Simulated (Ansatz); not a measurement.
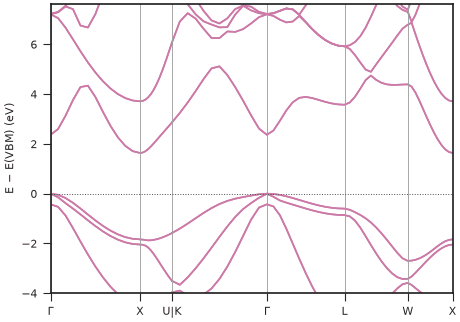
*Band structure from the program Ansatz at the PBEsol with spin–orbit coupling level (PAW)*

Q: Read off the gap and where the band edges lie.

A: About 1.6 eV (1.64 eV by a search for the band edges); maximum at Γ, minimum at X.

The material is MgSe (rock salt, Fm-3m).

Symmetry was held in the PBEsol relaxation.

Potentials: the later of the program's two PAW sets.
